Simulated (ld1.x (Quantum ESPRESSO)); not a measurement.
# W: generating and testing a TM potential, part 2 of 2

Task: generate the file, and judge it by its errors in other configurations, its logarithmic derivatives, its ghosts and its cutoff.

ld1.x (Quantum ESPRESSO) 7.5; PBE, scalar-relativistic. The steps go on from the part before.

### 3 Testing the new file in other configurations

W.test.in reads:

```
 &input
   title='W', zed=74., rel=1, dft='PBE', iswitch=2,
   config='[Xe] 4f14 5d4 5f-2 6s1.5 6p0'
 /
 &test
   file_pseudo='W.UPF', nconf=8,
   configts(1)='5d4 6s1.5 6p0',
   configts(2)='5d4 6s2 6p0',
   configts(3)='5d4 6s1 6p0',
   configts(4)='5d4 6s0 6p0',
   configts(5)='5d3 6s0 6p0',
   configts(6)='5d5 6s1 6p0',
   configts(7)='5d3 6s2 6p1',
   configts(8)='5d4 6s0 6p2'
 /
```

Run with:

```console
$ ld1.x < W.test.in > W.test.out
```

W.test.out, the pseudopotential blocks, each with the warnings that came before it:

```text
     ---------------------- Testing the pseudopotential ----------------------

     W
     scalar relativistic calculation

     atomic number is 74.00   valence charge is  6.00
     dft =PBE   lsd =0 sic =0 latt =0  beta=0.20 tr2=1.0E-14
     mesh =1273 r(mesh) =  99.08072 xmin = -7.00 dx = 0.01250

     n l     nl             e AE (Ry)        e PS (Ry)    De AE-PS (Ry)
     3 2     5D   1( 4.00)       -0.58620       -0.58620        0.00000
     1 0     6S   1( 1.50)       -0.65091       -0.65092        0.00000
     2 1     6P   1( 0.00)       -0.29183       -0.29183       -0.00000

     eps = 2.6E-15  iter = 11

     Etot =  -32284.769172 Ry,  -16142.384586 Ha, -439256.661901 eV
     Etotps =   -14.328203 Ry,      -7.164101 Ha,    -194.945133 eV

     Ekin =      13.187530 Ry,       6.593765 Ha,     179.425482 eV
     Encl =     -35.235598 Ry,     -17.617799 Ha,    -479.404731 eV
     Ehrt =      11.939618 Ry,       5.969809 Ha,     162.446780 eV
     Ecxc =      -3.179627 Ry,      -1.589813 Ha,     -43.261026 eV
     Epseu=      -1.040126 Ry,      -0.520063 Ha,     -14.151637 eV

     ---------------------- End of pseudopotential test ----------------------

     ---------------------- Testing the pseudopotential ----------------------

     W
     scalar relativistic calculation

     atomic number is 74.00   valence charge is  6.00
     dft =PBE   lsd =0 sic =0 latt =0  beta=0.20 tr2=1.0E-14
     mesh =1273 r(mesh) =  99.08072 xmin = -7.00 dx = 0.01250

     n l     nl             e AE (Ry)        e PS (Ry)    De AE-PS (Ry)
     3 2     5D   1( 4.00)       -0.32927       -0.32948        0.00021
     1 0     6S   1( 2.00)       -0.41988       -0.42023        0.00036
     2 1     6P   1( 0.00)       -0.10005       -0.10038        0.00033

     eps = 4.8E-15  iter = 30

     Etot =  -32285.036163 Ry,  -16142.518081 Ha, -439260.294495 eV
     Etotps =   -14.595401 Ry,      -7.297701 Ha,    -198.580550 eV
     dEtot_ae =      -0.266991 Ry
     dEtot_ps =      -0.267198 Ry,   Delta E=       0.000208 Ry

     Ekin =      12.916532 Ry,       6.458266 Ha,     175.738373 eV
     Encl =     -36.737210 Ry,     -18.368605 Ha,    -499.835209 eV
     Ehrt =      13.427900 Ry,       6.713950 Ha,     182.695892 eV
     Ecxc =      -3.367785 Ry,      -1.683893 Ha,     -45.821054 eV
     Epseu=      -0.834838 Ry,      -0.417419 Ha,     -11.358551 eV

     ---------------------- End of pseudopotential test ----------------------

     ---------------------- Testing the pseudopotential ----------------------

     W
     scalar relativistic calculation

     atomic number is 74.00   valence charge is  6.00
     dft =PBE   lsd =0 sic =0 latt =0  beta=0.20 tr2=1.0E-14
     mesh =1273 r(mesh) =  99.08072 xmin = -7.00 dx = 0.01250

     n l     nl             e AE (Ry)        e PS (Ry)    De AE-PS (Ry)
     3 2     5D   1( 4.00)       -0.86192       -0.86128       -0.00065
     1 0     6S   1( 1.00)       -0.89530       -0.89401       -0.00129
     2 1     6P   1( 0.00)       -0.50053       -0.50032       -0.00020

     eps = 4.2E-15  iter = 30

     Etot =  -32284.383265 Ry,  -16142.191633 Ha, -439251.411371 eV
     Etotps =   -13.942421 Ry,      -6.971211 Ha,    -189.696305 eV
     dEtot_ae =       0.385907 Ry
     dEtot_ps =       0.385782 Ry,   Delta E=       0.000125 Ry

     Ekin =      13.452601 Ry,       6.726300 Ha,     183.031960 eV
     Encl =     -33.601691 Ry,     -16.800845 Ha,    -457.174290 eV
     Ehrt =      10.474343 Ry,       5.237171 Ha,     142.510696 eV
     Ecxc =      -2.981793 Ry,      -1.490897 Ha,     -40.569365 eV
     Epseu=      -1.285881 Ry,      -0.642941 Ha,     -17.495306 eV

     ---------------------- End of pseudopotential test ----------------------

     ---------------------- Testing the pseudopotential ----------------------

     W
     scalar relativistic calculation

     atomic number is 74.00   valence charge is  6.00
     dft =PBE   lsd =0 sic =0 latt =0  beta=0.20 tr2=1.0E-14
     mesh =1273 r(mesh) =  99.08072 xmin = -7.00 dx = 0.01250

     n l     nl             e AE (Ry)        e PS (Ry)    De AE-PS (Ry)
     3 2     5D   1( 4.00)       -1.46122       -1.45525       -0.00597  !
     1 0     6S   1( 0.00)       -1.41739       -1.40603       -0.01136  !
     2 1     6P   1( 0.00)       -0.95514       -0.96424        0.00910  !

     eps = 1.4E-15  iter =  7

     Etot =  -32283.230847 Ry,  -16141.615423 Ha, -439235.731921 eV
     Etotps =   -12.794777 Ry,      -6.397389 Ha,    -174.081811 eV
     dEtot_ae =       1.538325 Ry
     dEtot_ps =       1.533426 Ry,   Delta E=       0.004899 Ry

     Ekin =      13.969230 Ry,       6.984615 Ha,     190.061055 eV
     Encl =     -29.997029 Ry,     -14.998515 Ha,    -408.130372 eV
     Ehrt =       7.719922 Ry,       3.859961 Ha,     105.034884 eV
     Ecxc =      -2.579757 Ry,      -1.289878 Ha,     -35.099381 eV
     Epseu=      -1.907143 Ry,      -0.953571 Ha,     -25.947997 eV

     ---------------------- End of pseudopotential test ----------------------

     Warning: n=1, l=0 expected 0 nodes, found 1
     Warning: n=2, l=1 expected 0 nodes, found 1
     ---------------------- Testing the pseudopotential ----------------------

     W
     scalar relativistic calculation

     atomic number is 74.00   valence charge is  6.00
     dft =PBE   lsd =0 sic =0 latt =0  beta=0.20 tr2=1.0E-14
     mesh =1273 r(mesh) =  99.08072 xmin = -7.00 dx = 0.01250

     n l     nl             e AE (Ry)        e PS (Ry)    De AE-PS (Ry)
     3 2     5D   1( 3.00)       -2.28639       -2.28124       -0.00515  !
     1 0     6S   1( 0.00)       -2.08186       -2.17402        0.09216  !
     2 1     6P   1( 0.00)       -1.53018       -1.81903        0.28885  !

     eps = 1.2E-15  iter =  7

     Etot =  -32281.365306 Ry,  -16140.682653 Ha, -439210.349951 eV
     Etotps =   -10.934449 Ry,      -5.467224 Ha,    -148.770753 eV
     dEtot_ae =       3.403866 Ry
     dEtot_ps =       3.393754 Ry,   Delta E=       0.010111 Ry

     Ekin =      11.637133 Ry,       5.818567 Ha,     158.331264 eV
     Encl =     -23.670476 Ry,     -11.835238 Ha,    -322.053232 eV
     Ehrt =       4.636950 Ry,       2.318475 Ha,      63.088917 eV
     Ecxc =      -1.904828 Ry,      -0.952414 Ha,     -25.916507 eV
     Epseu=      -1.633228 Ry,      -0.816614 Ha,     -22.221194 eV

     ---------------------- End of pseudopotential test ----------------------

     ---------------------- Testing the pseudopotential ----------------------

     W
     scalar relativistic calculation

     atomic number is 74.00   valence charge is  6.00
     dft =PBE   lsd =0 sic =0 latt =0  beta=0.20 tr2=1.0E-14
     mesh =1273 r(mesh) =  99.08072 xmin = -7.00 dx = 0.01250

     n l     nl             e AE (Ry)        e PS (Ry)    De AE-PS (Ry)
     3 2     5D   1( 5.00)       -0.24382       -0.24246       -0.00136
     1 0     6S   1( 1.00)       -0.37816       -0.37881        0.00065
     2 1     6P   1( 0.00)       -0.08390       -0.08575        0.00185

     eps = 4.7E-15  iter = 28

     Etot =  -32284.923063 Ry,  -16142.461532 Ha, -439258.755698 eV
     Etotps =   -14.480826 Ry,      -7.240413 Ha,    -197.021674 eV
     dEtot_ae =      -0.153891 Ry
     dEtot_ps =      -0.152623 Ry,   Delta E=      -0.001268 Ry

     Ekin =      14.652363 Ry,       7.326181 Ha,     199.355550 eV
     Encl =     -38.049392 Ry,     -19.024696 Ha,    -517.688345 eV
     Ehrt =      13.914518 Ry,       6.957259 Ha,     189.316660 eV
     Ecxc =      -3.491346 Ry,      -1.745673 Ha,     -47.502186 eV
     Epseu=      -1.506969 Ry,      -0.753484 Ha,     -20.503353 eV

     ---------------------- End of pseudopotential test ----------------------

     ---------------------- Testing the pseudopotential ----------------------

     W
     scalar relativistic calculation

     atomic number is 74.00   valence charge is  6.00
     dft =PBE   lsd =0 sic =0 latt =0  beta=0.20 tr2=1.0E-14
     mesh =1273 r(mesh) =  99.08072 xmin = -7.00 dx = 0.01250

     n l     nl             e AE (Ry)        e PS (Ry)    De AE-PS (Ry)
     3 2     5D   1( 3.00)       -0.53871       -0.53066       -0.00806  !
     1 0     6S   1( 2.00)       -0.54475       -0.53940       -0.00535  !
     2 1     6P   1( 1.00)       -0.17498       -0.17353       -0.00145

     eps = 7.6E-15  iter = 26

     Etot =  -32284.740861 Ry,  -16142.370430 Ha, -439256.276707 eV
     Etotps =   -14.300364 Ry,      -7.150182 Ha,    -194.566361 eV
     dEtot_ae =       0.028311 Ry
     dEtot_ps =       0.027839 Ry,   Delta E=       0.000472 Ry

     Ekin =      11.199669 Ry,       5.599834 Ha,     152.379258 eV
     Encl =     -34.606227 Ry,     -17.303114 Ha,    -470.841710 eV
     Ehrt =      12.372479 Ry,       6.186240 Ha,     168.336156 eV
     Ecxc =      -3.112942 Ry,      -1.556471 Ha,     -42.353733 eV
     Epseu=      -0.153343 Ry,      -0.076671 Ha,      -2.086331 eV

     ---------------------- End of pseudopotential test ----------------------

     ---------------------- Testing the pseudopotential ----------------------

     W
     scalar relativistic calculation

     atomic number is 74.00   valence charge is  6.00
     dft =PBE   lsd =0 sic =0 latt =0  beta=0.20 tr2=1.0E-14
     mesh =1273 r(mesh) =  99.08072 xmin = -7.00 dx = 0.01250

     n l     nl             e AE (Ry)        e PS (Ry)    De AE-PS (Ry)
     3 2     5D   1( 4.00)       -0.52503       -0.52062       -0.00441
     1 0     6S   1( 0.00)       -0.56044       -0.55648       -0.00396
     2 1     6P   1( 2.00)       -0.20156       -0.20072       -0.00084

     eps = 1.8E-15  iter = 12

     Etot =  -32284.355605 Ry,  -16142.177802 Ha, -439251.035033 eV
     Etotps =   -13.916249 Ry,      -6.958124 Ha,    -189.340212 eV
     dEtot_ae =       0.413567 Ry
     dEtot_ps =       0.411954 Ry,   Delta E=       0.001613 Ry

     Ekin =      13.812566 Ry,       6.906283 Ha,     187.929528 eV
     Encl =     -35.594771 Ry,     -17.797386 Ha,    -484.291534 eV
     Ehrt =      12.351536 Ry,       6.175768 Ha,     168.051215 eV
     Ecxc =      -3.138082 Ry,      -1.569041 Ha,     -42.695785 eV
     Epseu=      -1.347497 Ry,      -0.673749 Ha,     -18.333636 eV

     ---------------------- End of pseudopotential test ----------------------
```

Excitation and ionisation energies from 5d4 6s1.5 6p0, with the error of the potential. A star marks tests that logged a warning.

| valence configuration | charge | ΔE all-electron (eV) | error AE − PS (meV) |
| --- | --- | --- | --- |
| 5d4 6s2 6p0 | 0 | -3.633 | +2.8 |
| 5d4 6s1 6p0 | +1 | 5.251 | +1.7 |
| 5d4 6s0 6p0 | +2 | 20.930 | +67 |
| 5d3 6s0 6p0 * | +3 | 46.312 | +138 |
| 5d5 6s1 6p0 | 0 | -2.094 | -17 |
| 5d3 6s2 6p1 | 0 | 0.385 | +6.4 |
| 5d4 6s0 6p2 | 0 | 5.627 | +22 |

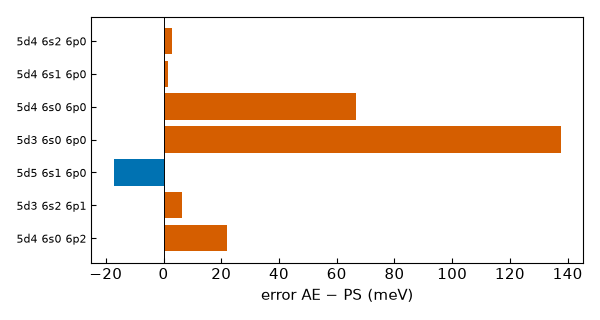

Error of the potential in each test configuration.

### 4 Does it scatter like the atom?

Taken from the files of the generation run. The phase is arctan(r·u′/u) with u = r·R, unwrapped, with energies in Ry. A pole is an energy at which the radial function vanishes at the test radius. The pseudo phase is shifted by a multiple of π to meet the all-electron one at the reference energy. Levels narrower than the energy grid can be missing from the poles. The last column is the largest difference on the grid between −1 and +1 Ry.

| channel | radius (bohr) | reference (Ry) | poles AE | poles PS | window around the reference with phases within 0.05 rad (Ry) | largest difference near zero (rad) |
| --- | --- | --- | --- | --- | --- | --- |
| s | 3.25 | -0.65 | 0.37 | -2.41, 0.36, 4.84 | -2.4 to 1.9 | 0.004 |
| p | 3.25 | -0.29 | 1.50 | 0.07, 1.94 | below -0.1 | 3.066 |
| d | 3.25 | -0.59 | -0.36, 3.55 | -0.36, 3.60 | the whole range | 0.006 |
| f | 3.25 | 0.05 | -2.71, 2.31 | 2.34 | -2.7 to 3.6 | 0.002 |

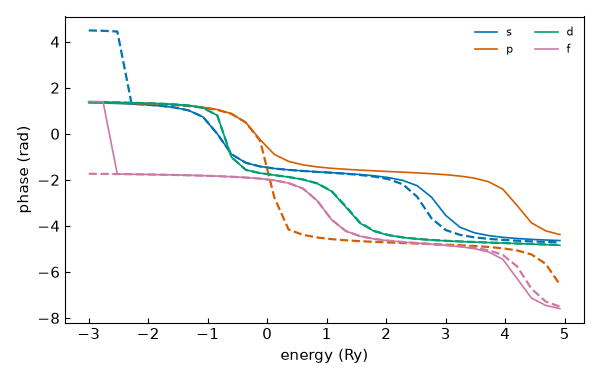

All-electron (solid) and pseudo (dashed) phases against energy.

### 5 Cutoff and ghost test in a Bessel basis

A separate test, outside the generator: the pseudo-atom's Hamiltonian at the reference potential is diagonalised in spherical Bessel functions j_l(qr) that vanish at 20 bohr, with q² up to the cutoff.

All-electron valence levels (Ry): 6s -0.6509, 6p -0.2918, 5d -0.5862. The lowest levels of each channel (Ry) by cutoff; the last column sums, over occupied levels, occupation times the distance from the level at 400 Ry. A positive value at high cutoff is not a bound level.

```csv
cutoff (Ry),s #1,s #2,p #1,d #1,f #1,Σ f·Δε (mRy)
8,-1.2311,-0.6429,-0.2879,-0.3092,0.0301,1120.1
10,-1.7178,-0.6468,-0.2880,-0.3822,0.0301,822.0
12,-2.0503,-0.6491,-0.2886,-0.4503,0.0301,546.3
15,-2.2460,-0.6503,-0.2906,-0.5054,0.0301,324.2
18,-2.3720,-0.6508,-0.2914,-0.5571,0.0301,116.6
25,-2.4080,-0.6508,-0.2916,-0.5819,0.0301,17.2
30,-2.4113,-0.6509,-0.2917,-0.5856,0.0301,2.3
35,-2.4120,-0.6509,-0.2917,-0.5861,0.0301,0.3
40,-2.4123,-0.6509,-0.2917,-0.5861,0.0301,0.2
45,-2.4124,-0.6509,-0.2918,-0.5861,0.0301,0.2
400,-2.4124,-0.6509,-0.2918,-0.5862,0.0301,0.0
```

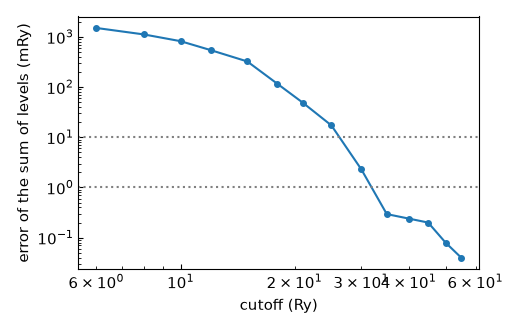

Occupation-weighted error of the valence levels against the cutoff; the dotted lines mark 10 and 1 mRy.

The sum stays within 10 mRy from 30 Ry and within 1 mRy from 35 Ry. The sum leaves out empty levels, which can need more. Ghost test: ghost state, bound below the all-electron valence or empty levels of the same l: s at -32.8 eV.

### 6 Results

The summary covers parts 1 to 2.

```
                                                quantity                                                   value
               cutoffs for 10 and 1 mRy, occupied levels                                         30 Ry and 35 Ry
                                            bound ghosts                                          s at -32.82 eV
                            largest test error (AE − PS)  +138 meV, for 5d3 6s0 6p0 (this test logged a warning)
largest phase difference near zero energy, channels read                                               3.066 rad
```

What this shows: It has a bound ghost (s), a state that the atom doesn't have, and that rules the file out. By total energies transferability is fair for so large an energy: the largest error is 138 meV on 46.3 eV, for 5d3 6s0 6p0. That test lies far up in energy; among those under 40 eV, nearer to bonding, the largest error is 67 meV. By its cutoff, 30 Ry for the looser tolerance, it is soft on the atom at that tolerance. The slowest occupied level is 5d: taken alone it needs 30 Ry to come within 1 mRy, against 15 Ry for 6s. Near zero energy the largest phase difference among the channels read is 3.07 rad, in the p channel. A step near π is an extra or missing state, not a misfit of shape. The pseudo curves have poles with no partner nearby in the atom's: s at -2.41 Ry, p at 0.07 Ry. At positive energy that is a spurious or a displaced resonance. These are tests on the free atom; a crystal test is still owed.
